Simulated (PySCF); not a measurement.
```tsv
atom	x (Å)	y (Å)	z (Å)
Si	-3.0856	-0.0798	0.7274
Si	-1.6285	0.5188	-0.9579
C	0.1516	0.1586	-0.4112
C	1.2262	0.0077	-1.2817
C	2.4916	-0.2280	-0.7753
C	2.6373	-0.3060	0.6023
Cl	4.1881	-0.5968	1.3048
C	1.5151	-0.1491	1.4060
N	0.3176	0.0749	0.9065
H	-3.8165	1.0817	1.2452
H	-4.1138	-0.9966	0.2170
H	-2.4459	-0.7432	1.8612
H	-1.6391	1.9429	-1.3312
H	-1.8016	-0.1939	-2.2356
H	1.0653	0.0757	-2.3469
H	3.3461	-0.3482	-1.4244
H	1.5852	-0.2067	2.4840
```

Geometry: GFN2-xTB.

Method: PySCF 2.14.0, PBE0/pcSseg-1, SCF density, gas phase, non-relativistic.

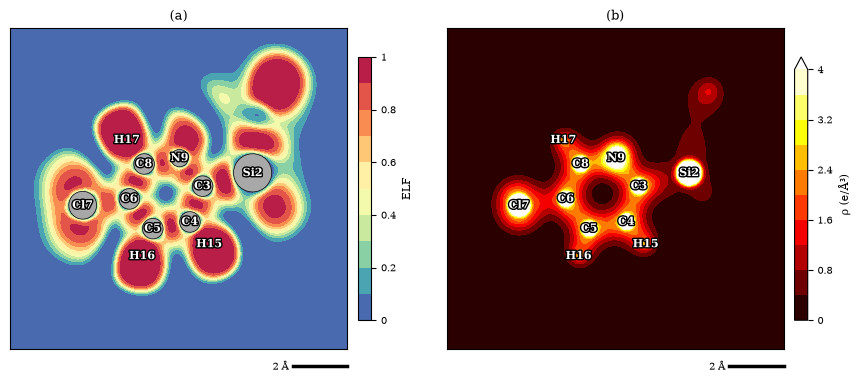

C$_{5}$H$_{8}$ClNSi$_{2}$ (SMILES [SiH3][SiH2]c1ccc(Cl)cn1). (a) ELF; (b) total electron density on the plane of atoms C6, C8 and N9. Grey discs cover the atomic cores in the ELF map.

> What does the map show?

- Atoms in the plane: Si, C, Cl, N and H.
- C–N (1.32 Å): ρ is about 2.5 e/Å³ halfway; the ELF peaks at about 0.90 between the atoms, as expected for a covalent bond.
- C–C (1.38 Å): the density is about 2.1 e/Å³ at the midpoint; the ELF peaks at about 0.95 between the atoms: localised, covalent bonding.
- C–Cl (1.73 Å): the density is about 1.5 e/Å³ at the midpoint; the ELF peaks at about 0.90 between the atoms, as expected for a covalent bond.
- C–Si (1.90 Å): ρ at the midpoint is about 0.93 e/Å³; the ELF peaks at about 1 between the atoms, as expected for a shared electron pair.
- C–H (1.08 Å): the density is about 2.1 e/Å³ at the midpoint; the ELF climbs to about 1 towards the hydrogen, as it does in any bond to H; a covalent bond by its length.
- The ELF also peaks beside Cl7 and N9, away from the bonds: lone-pair regions.
